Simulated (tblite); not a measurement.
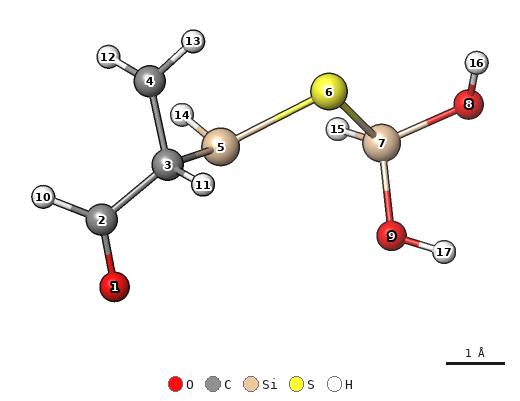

C3H8O3SSi2, before the relaxation. A ball-and-stick model, seen at a tilt.

Theory: GFN2-xTB geometry optimisation, gas phase in tblite 0.8.0.

```xyz
17

O    -3.3973   -0.8823   -0.0435
C    -3.0975    0.0956    0.6253
C    -1.7243    0.2001    1.2224
C    -1.3029    1.5207    1.7459
Si   -0.4389    0.3635    0.0176
S     1.5277    0.0444    0.7917
Si    2.2827   -0.6996   -1.0364
O     3.8972   -0.9435   -0.7697
O     1.5858   -2.1683   -1.3130
H    -3.8068    0.9067    0.8570
H    -1.5712   -0.6273    1.9013
H    -1.5400    2.4251    1.2231
H    -0.4287    1.5709    2.3969
H    -0.4445    1.4940   -0.9515
H     2.0565    0.2370   -2.1517
H     4.2046   -0.6117    0.0928
H     2.1907   -2.9132   -1.2315
```

### Predict the outcome.

The atom that moves furthest after the best rigid fit is H17 (2.85 Å). Largest moves by element: H 2.85 Å, S 2.01 Å, O 1.97 Å, C 1.40 Å, Si 1.27 Å. Among the contacts that change: C4–Si5 2.252 → 1.880 Å, C3–Si5 1.769 → 1.980 Å, S6–Si7 2.113 → 2.281 Å, C2–C3 1.501 → 1.404 Å. Bond angles that change, for instance: C4–C3–Si5 87.2° → 63.5°, Si7–O9–H17 114.2° → 135.3°, S6–Si7–H15 112.1° → 101.3°. Groups turn about S6–Si7 by about 95°, Si7–O8 by about 50°, Si7–O9 by about 40°. The energy falls by 2.133 eV in 226 geometry steps.

The structure at the end:

```xyz
17

O    -1.7626   -1.6392   -0.2665
C    -1.8995   -0.5880    0.3806
C    -0.8512    0.0749    1.0389
C    -0.9647    1.4431    1.6797
Si   -0.3004    1.6198   -0.0705
S     1.6912    1.4368   -0.6463
Si    1.8958   -0.8154   -0.9442
O     2.4330   -1.3375    0.4883
O     0.5239   -1.4640   -1.3520
H    -2.8853   -0.0931    0.3934
H    -0.0029   -0.5344    1.3190
H    -1.9783    1.7772    1.8656
H    -0.3304    1.5887    2.5433
H    -1.2629    2.0389   -1.0661
H     2.8436   -0.8712   -2.0298
H     3.1965   -0.9558    0.9146
H    -0.3528   -1.6687   -0.8712
```

After the run, drawn alike:

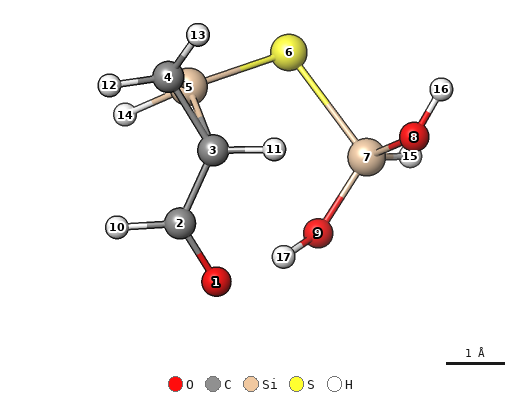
